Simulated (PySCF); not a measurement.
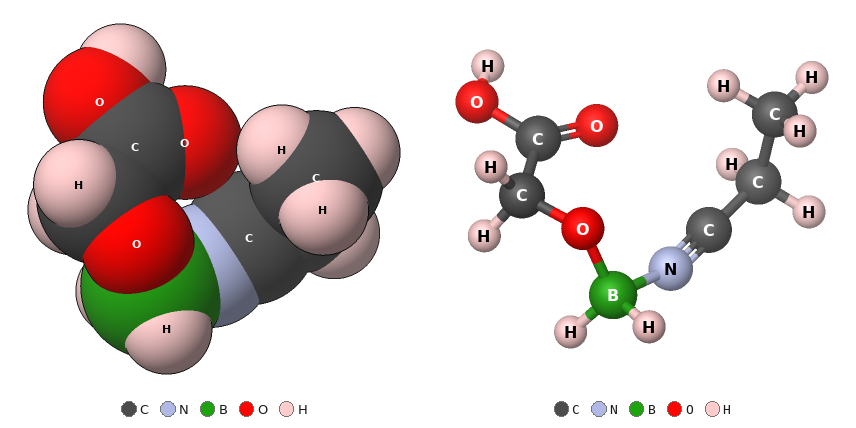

Two views of one molecule.

The computed structure is the end point of a GFN2-xTB optimisation. No frequency run is at hand to confirm it as a minimum.

Identify the structure.

It has 20 atoms: 5 carbon, 10 hydrogen, 1 boron, 1 nitrogen and 3 oxygen (C₅H₁₀BNO₃). SMILES: `CCC#[N+][BH2-]OCC(=O)O`. It has no ring. Among its groups: carboxylic acid, B–H bond. This geometry has C1 symmetry. Coordination: 3 C tetrahedral; 1 C linear; 1 N bent; 1 B tetrahedral; 2 O bent; 1 C trigonal planar.

The parts below concern this one geometry. Atoms keep their numbers from picture to picture.

## NMR shielding

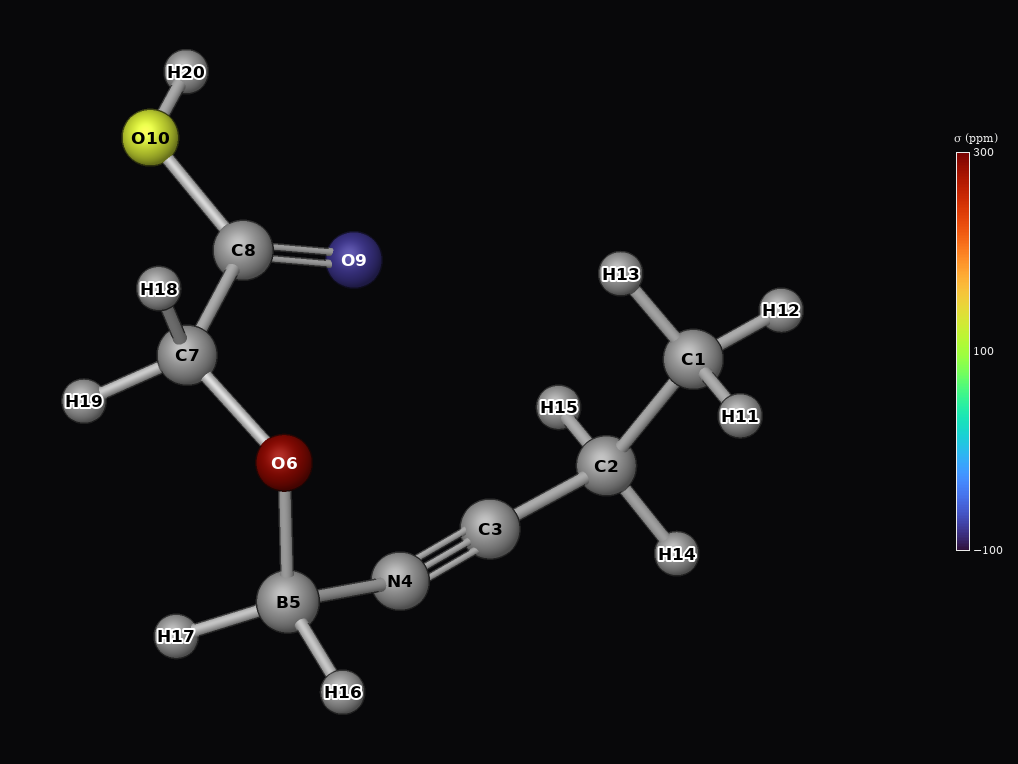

Atoms are coloured by their isotropic NMR shieldings (O only, the others grey). No frequency run is at hand to confirm it as a minimum. Method: GIAO PBE0/pcSseg-1 NMR shielding, non-relativistic, gas phase (PySCF 2.14.0).

List the isotropic NMR shieldings of the O atoms.

```tsv
atom	σ (ppm)
O6	291.8
O9	−80.1
O10	130.8
```

## Bond orders

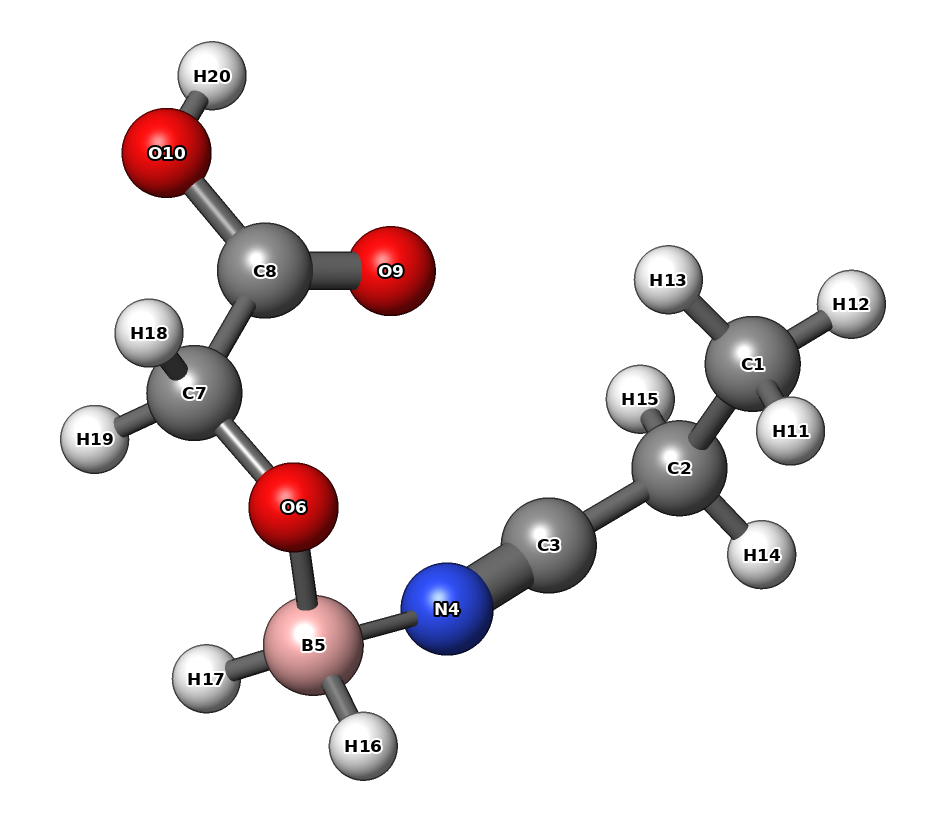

The thickness of each stick grows with its Mayer bond order. No frequency run is at hand to confirm it as a minimum. Level of theory: PBE0/pcSseg-1 (PySCF 2.14.0).

List the Mayer bond orders of C1–C2, C2–C3, C3–N4, N4–B5, B5–O6, O6–C7, C7–C8, C8–O9, C8–O10 (bonds between heavy atoms, one of each equivalent set).

```csv
bond,Mayer order,length (Å)
C1–C2,1.03,1.533
C2–C3,1.04,1.431
C3–N4,2.65,1.147
N4–B5,0.62,1.553
B5–O6,0.90,1.452
O6–C7,1.00,1.378
C7–C8,0.93,1.517
C8–O9,1.89,1.205
C8–O10,1.13,1.343
```

## Quadrupole coupling

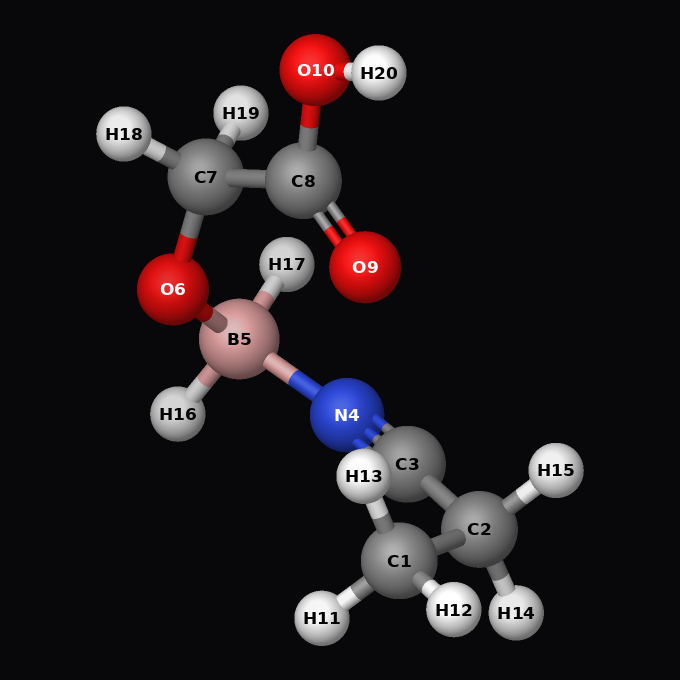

No frequency run is at hand to confirm it as a minimum. Electric field gradients from the ground-state density, PBE0/pcSseg-1 (PySCF 2.14.0), non-relativistic apart from any core potentials.

Give the largest field-gradient component, the quadrupole coupling constant and the asymmetry for 14N at N4 (Q = 20.44 mb), 11B at B5 (Q = 40.59 mb), 17O at O6 (Q = −25.6 mb), 17O at O9 (Q = −25.6 mb), 17O at O10 (Q = −25.6 mb), 2H at H11 (Q = 2.86 mb), 2H at H12 (Q = 2.86 mb), 2H at H13 (Q = 2.86 mb), 2H at H14 (Q = 2.86 mb).

```csv
atom,V_zz (a.u.),e²qQ/h (MHz),η
N4,−0.435,−2.09,0.33
B5,0.238,2.27,0.84
O6,1.873,−11.27,0.47
O9,−1.576,9.48,0.06
O10,1.659,−9.98,0.44
H11,0.311,0.209,0.05
H12,0.314,0.211,0.04
H13,0.303,0.204,0.03
H14,0.294,0.198,0.04
```

The geometry is semi-empirical. Around B such bond lengths and angles can be off by a tenth of an ångström or more and by several degrees, and values that hang on the shape move with them.
